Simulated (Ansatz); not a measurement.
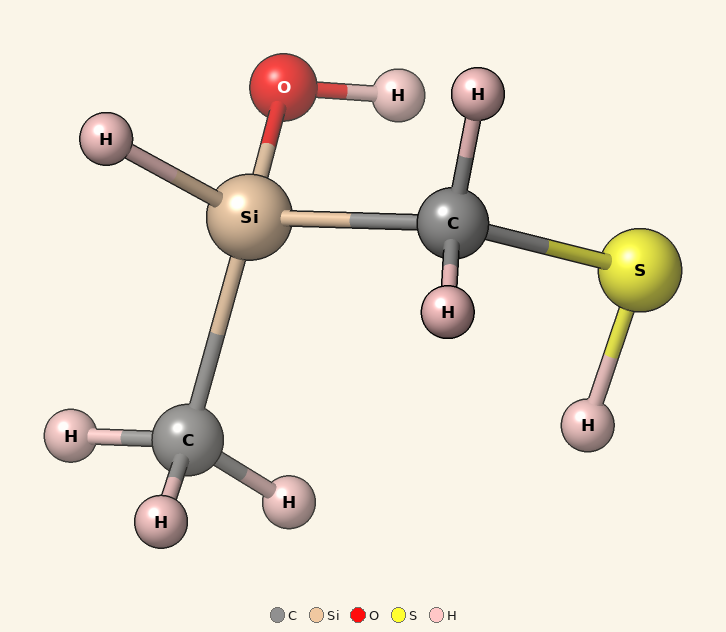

Distant atoms are faded towards the background colour. The computed structure is the end point of a PBE0-D4/def2-TZVP optimisation. No frequency run is at hand to confirm it as a minimum.

### Which symmetry elements does this geometry have?

It has no symmetry element but the identity, so the point group is C1. The group has 1 operation. The geometry is chiral, and symmetry allows a dipole moment.
